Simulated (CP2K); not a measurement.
Consider trifluoromethylacetylene at its PBE geometry (Å).

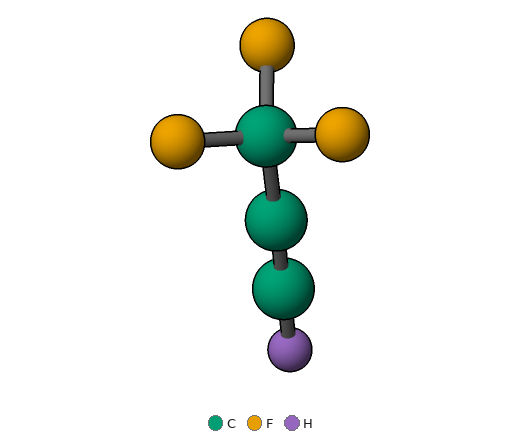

The molecule (carbon teal, fluorine orange, hydrogen purple).

```xyz
7

C     1.6669    0.4562   -0.3277
C     0.5264    0.1378   -0.0877
C    -0.8595   -0.2361    0.1731
F    -1.1902   -1.4029   -0.4528
F    -1.7220    0.7298   -0.2722
F    -1.1004   -0.4221    1.5050
H     2.6788    0.7374   -0.5376
```

Method: CP2K XAS_TDP, all-electron GAPW, PBEh(45%), aug-cc-pVDZ, TDA, GW2X-corrected core level, no relativity.

Predict the bright core excitations at the C K edge.

Leading lines: C1 288.19 eV, C2 288.00 eV and C3 296.38 eV. The leading line of an atom is its first one with 35 % of the strongest within 2.5 eV of its lowest line over the strength cut. Core ionisation energies at this level: C2 293.49, C3 301.04 and C1 293.80 eV.

The first six lines of each atom with a strength over 0.0015:

| atom | energy (eV) | states | strength, one atom | above the computed threshold |
| --- | --- | --- | --- | --- |
| C1 (bonded to C and H) | 288.19 | 1 | 0.0500 |  |
|  | 288.21 | 1 | 0.0499 |  |
|  | 291.52 | 1 | 0.0077 |  |
|  | 292.36 | 1 | 0.0055 |  |
|  | 293.19 | 2 | 0.0135 |  |
|  | 294.83 | 2 | 0.0051 | yes |
| C2 (bonded to 2 C) | 288.00 | 2 | 0.0857 |  |
|  | 292.59 | 1 | 0.0025 |  |
|  | 293.07 | 2 | 0.0083 |  |
|  | 293.27 | 1 | 0.0057 |  |
|  | 294.55 | 2 | 0.0018 | yes |
|  | 295.02 | 1 | 0.0023 | yes |
| C3 (bonded to C and 3 F) | 296.38 | 1 | 0.0528 |  |
|  | 296.42 | 1 | 0.0527 |  |
|  | 298.88 | 1 | 0.0495 |  |
|  | 300.09 | 1 | 0.0049 |  |
|  | 300.54 | 1 | 0.0350 |  |
|  | 300.55 | 1 | 0.0359 |  |

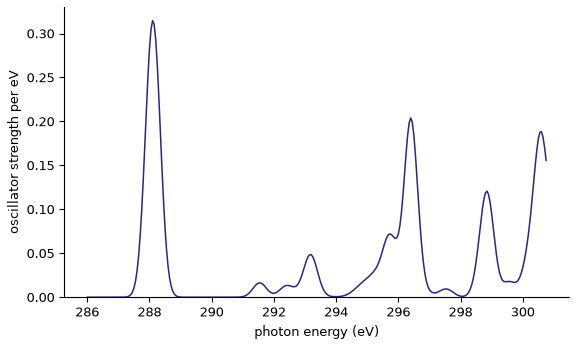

All atoms added, broadened by 0.5 eV.

Lines are vertical, at one geometry, with no vibrational structure. GW2X ionisation energies and lines can be off by 1 to 2 eV either way, and a good line position may hide errors that cancel. These values hold no scalar relativity, about 0.1 eV for C 1s. Rydberg lines, and the discretised continuum above threshold, depend on the basis and the box.

[Banner, clock and machine lines of the logs are left out without a mark of their own.]

[Logs are printed without paths, hosts, clocks, repeated set-up lines and the standing remarks that a program may print on its own settings, such as how far it seeks lower states.]

[Hosts, paths, dates, database ids (printed as entryN), source tags and the programs' standing remarks are cut or masked in the printed files.]
